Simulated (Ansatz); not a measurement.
## Electronic structure of ClH₂InO₂ in real space

Input

```
crystal:
  periodic: [false, false, false]
  atoms:
    - {symbol: In, position_ang: [-0.189161, 0.272199, 0.159982]}
    - {symbol: O, position_ang: [1.518550, -0.204028, -0.700025]}
    - {symbol: O, position_ang: [-1.592534, -1.085507, 0.352389]}
    - {symbol: H, position_ang: [-1.318675, -1.932190, -0.011937]}
    - {symbol: Cl, position_ang: [-0.546597, 2.411914, 0.939036]}
    - {symbol: H, position_ang: [2.128517, 0.537612, -0.739444]}
basis:
  gaussian: {orbitals: def2-TZVPP}
hamiltonian: {xc: pbe0, dispersion: d4}
output: {orbitals: {seedname: orbitals}}
```

Launched as:

```sh
ansatz run in.yaml --threads 4 --pin off --events-out ev --progress --plain --max-ram 9574MiB
```

The reactant side of a reaction path; geometry: PBE0-D4/def2-TZVP; core potentials replace the inner electrons of In.

Level of theory: RKS PBE0-D4/def2-TZVPP in Ansatz.

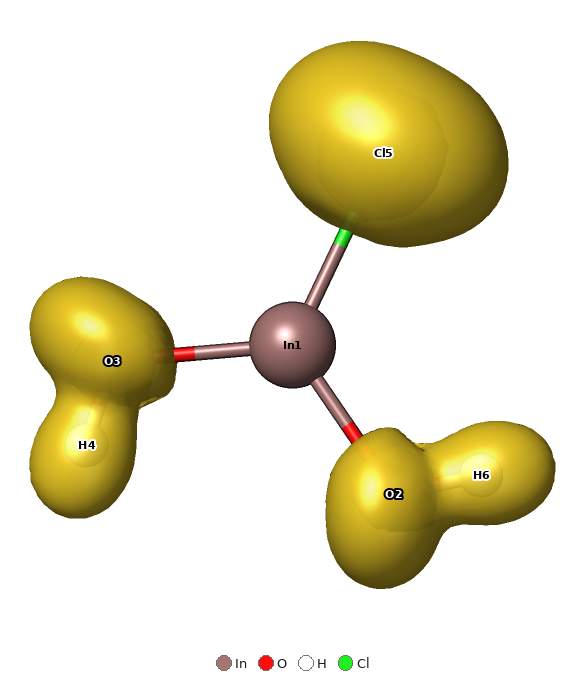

Figure 1. Isosurface of the ELF at 0.75 (yellow), seen across its widest extent. Core shells and regions of very low density are left out.

**Identify the bonds, lone pairs and shells in this picture.**

The ELF exceeds this value in one region wrapped around Cl (its valence shell) and two joined regions spread over several atoms (H, O), in which their bonds and any lone pairs are merged. Profiles from the grid: In–O (1.96 Å): the ELF peaks at about 0.80 in the valence shell of O, 0.6 Å from its nucleus, and drops to about 0.15 between the two atoms. In–Cl (2.31 Å): the ELF peaks at about 0.80 in the valence shell of Cl, 0.8 Å from its nucleus, and drops to about 0.15 between the two atoms.

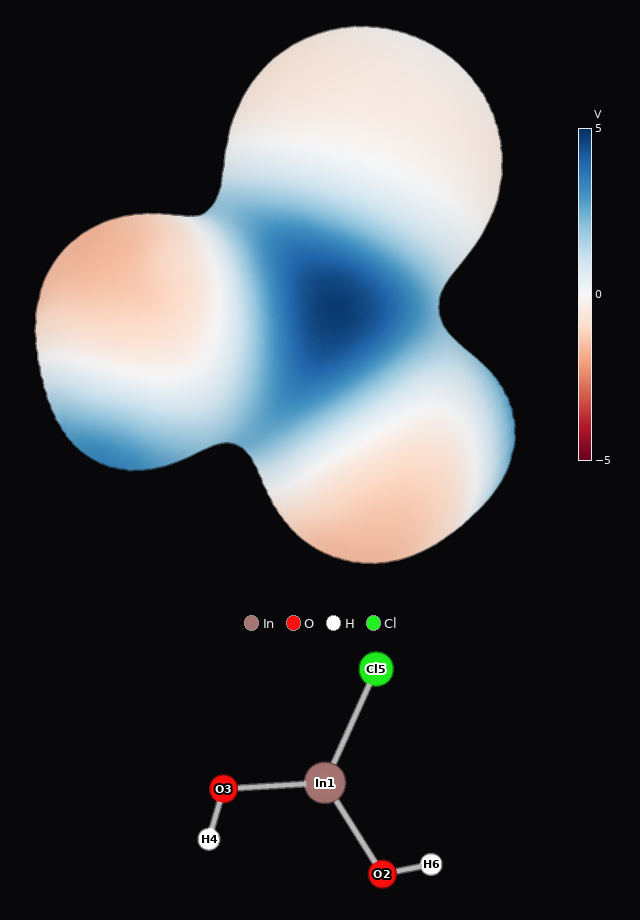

Figure 2. The molecular electrostatic potential painted on the density surface at 0.004 e/bohr³, seen at a tilt; the colour scale runs from red (negative) to blue (positive). The bare structure is drawn below in the same view.

**Which sites attract a positive test charge, and which a negative one?**

A positive charge is drawn to the negative regions and a negative charge to the positive ones. The most negative region (about −1.6 V, or −37 kcal/mol for a unit charge) lies over O2 and O3, the most positive (about +4.7 V, or +108 kcal/mol for a unit charge) over In1.

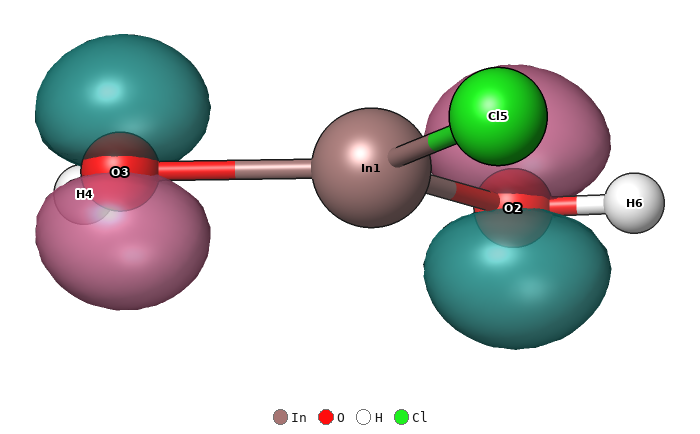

Figure 3. The HOMO at ±0.2 Å⁻³ᐟ² (teal and pink are the two phases), seen from one side.

**Where does this orbital lie, and at what energy?**

It lies mainly on O2 (about 45 %), O3 (about 40 %) and In1 (about 10 %); it changes sign across the molecular plane (π type). Its energy is −8.95 eV.
